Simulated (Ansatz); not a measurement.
GeH₃···H₂ (doublet)

```xyz
6

Ge    0.0006    0.0000   -0.6193
H    -0.0001    0.0000    3.0861
H     1.4711    0.0000   -1.1012
H    -0.7348    1.2735   -1.1008
H    -0.7348   -1.2735   -1.1008
H    -0.0005    0.0000    3.8475
```

Level of theory: Ansatz, UKS B3LYP/def2-SVP.

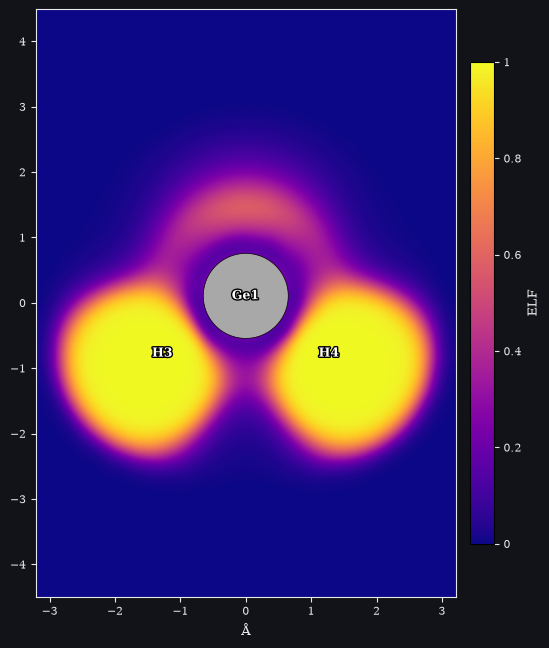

Figure 1. Electron localisation function on the plane of atoms H3, Ge1 and H4. Grey discs cover the atomic cores.

Question: Read the bonding off the picture.

Answer: The plane passes through Ge and H nuclei. Ge–H (1.55 Å): the ELF climbs to about 1 towards the hydrogen.

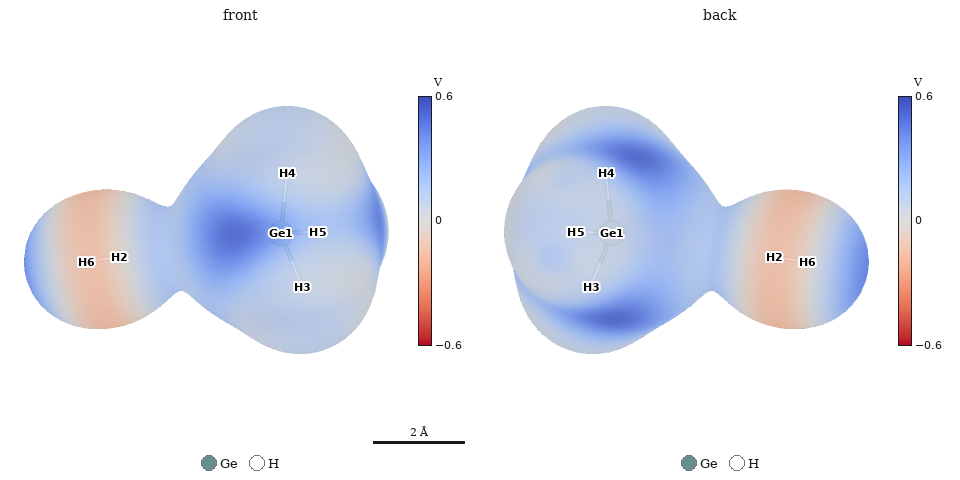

Figure 2. The electrostatic potential painted on the density surface at 0.001 e/bohr³, seen from the front and from behind; the colour scale runs from red (negative) to blue (positive).

Question: Where is the surface potential most negative and most positive?

Answer: The most negative region (about −0.2 V) lies over H2 and H6, the most positive (about +0.5 V, or +12 kcal/mol for a unit charge) over Ge1.

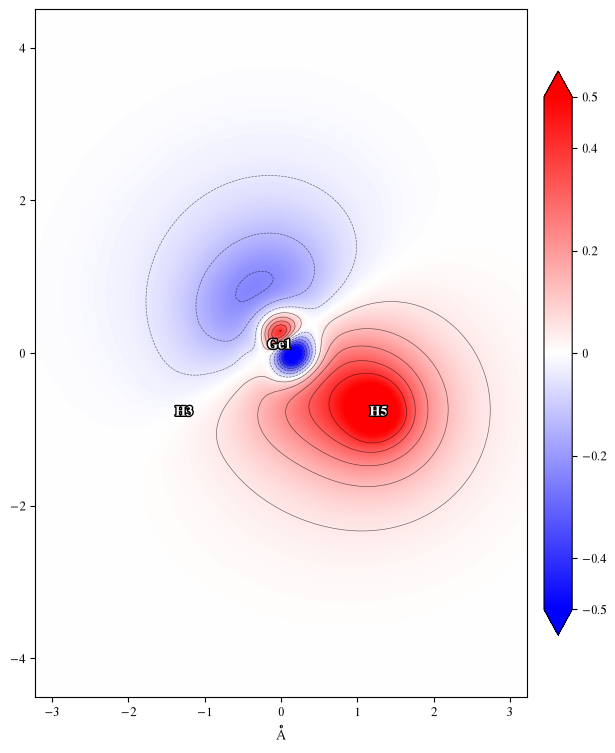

Figure 3. The HOMO (β) on the plane of atoms H3, Ge1 and H5 (values in Å⁻³ᐟ²; the overall sign is arbitrary).

Question: What is the character of this orbital?

Answer: It lies mainly on Ge1 (about 45 %), H4 (about 25 %) and H5 (about 25 %). It is one of a degenerate set, so its orientation is arbitrary. Its energy is −9.38 eV.
